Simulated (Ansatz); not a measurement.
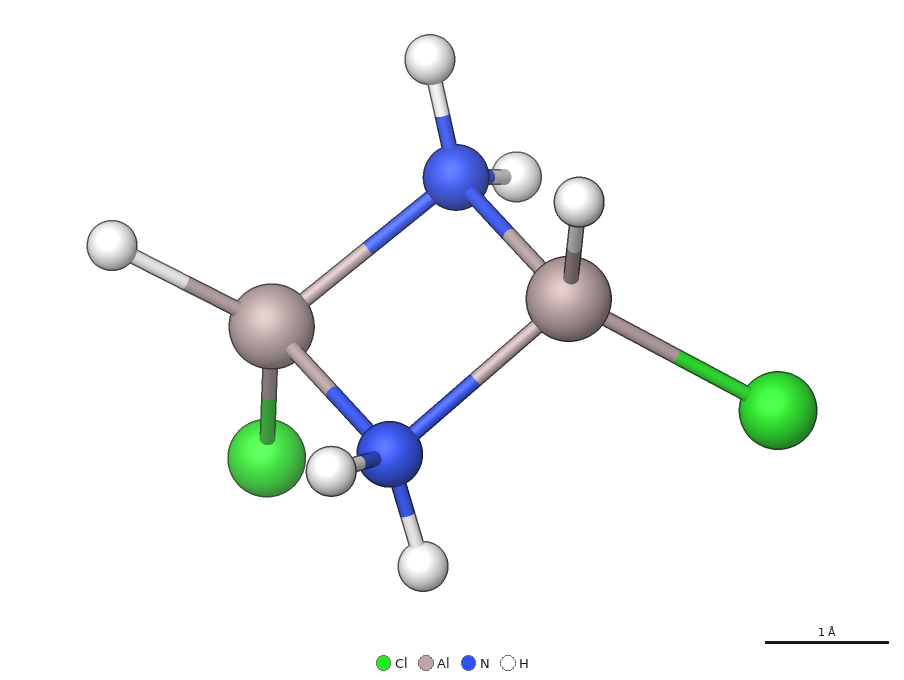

Rendered structure (ball-and-stick style).

What does the picture show?

Formula Al2Cl2H6N2. Its SMILES string is `[Cl][Al@H-]1[NH2+][Al@@H-]([Cl])[NH2+]1`. The point group is C2v.

More results for the same structure follow; atom numbers are the same in all pictures, views and colours differ. The computed structure is the end point of a PBE0-D4/def2-TZVP optimisation.

### Geometry

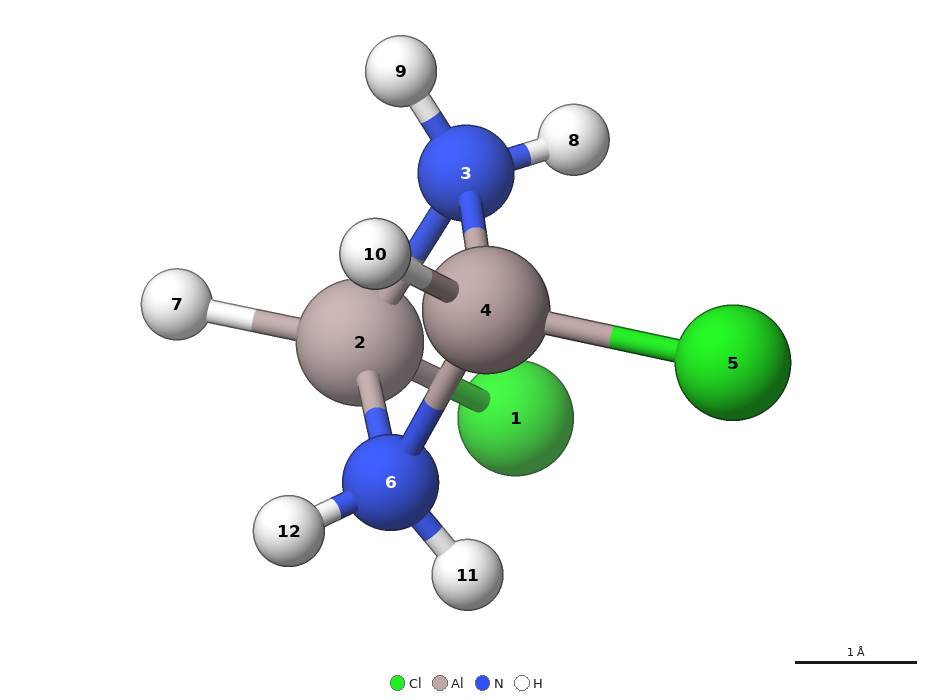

The atoms are numbered.

Estimate the angles N3–Al2–N6, Cl1–Al2–N3, Cl1–Al2–H7, N3–Al2–H7, Al2–N3–Al4, Al2–N3–H8, Al2–N3–H9.

```csv
angle,degrees
N3–Al2–N6,87.9
Cl1–Al2–N3,108.7
Cl1–Al2–H7,121.2
N3–Al2–H7,112.7
Al2–N3–Al4,92.0
Al2–N3–H8,113.3
Al2–N3–H9,115.5
```

### Charges

The questions are on Mulliken charges. Method: RKS PBE0-D4/def2-TZVP (Ansatz 0.2.0).

Which atom carries the highest charge (most positive or least negative)?

Al2, Al4 (0.42 e).

And the lowest?

N3, N6 (−0.53 e).

List the Mulliken charges.

| atom | value (e) |
| --- | --- |
| Cl1 | −0.31 |
| Al2 | 0.42 |
| N3 | −0.53 |
| Al4 | 0.42 |
| Cl5 | −0.31 |
| N6 | −0.53 |
| H7 | −0.11 |
| H8 | 0.27 |
| H9 | 0.26 |
| H10 | −0.11 |
| H11 | 0.27 |
| H12 | 0.26 |

### Dipole moment

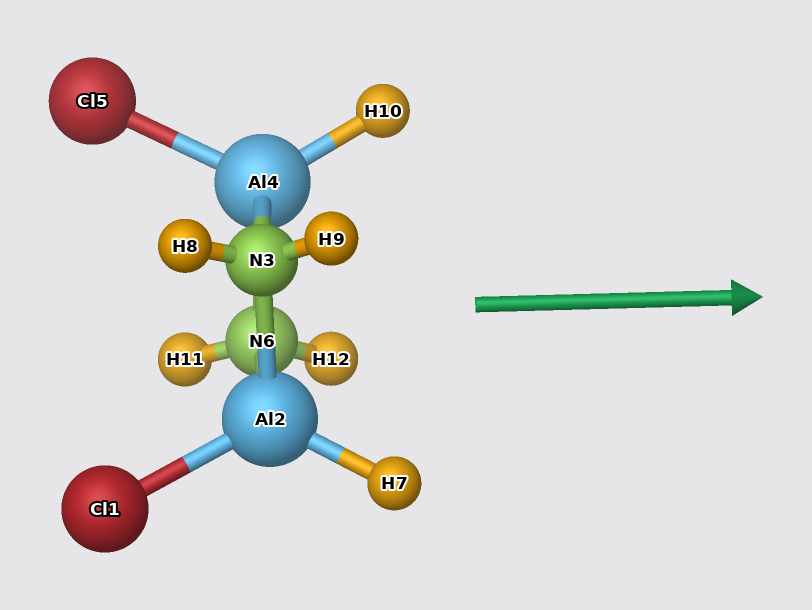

The arrow beside the molecule shows the direction of the dipole moment, from the negative to the positive end (its length means nothing). Method: RKS PBE0-D4/def2-TZVP (Ansatz 0.2.0).

How large is the dipole moment?

2.21 D; it points from the side of Cl1, Cl5 to the side of H7, H10 (the outermost atoms at the two ends).

### Electronic properties

Properties computed with RKS SPW92 (LDA)/def2-TZVPP (Ansatz 0.2.0).

What does the calculation give?

- HOMO energy (Kohn–Sham orbital): −7.06 eV
- LUMO energy (Kohn–Sham orbital): −1.12 eV
- HOMO–LUMO gap: 5.94 eV

Mulliken values depend strongly on the basis set and can even reverse the polarity of a bond.
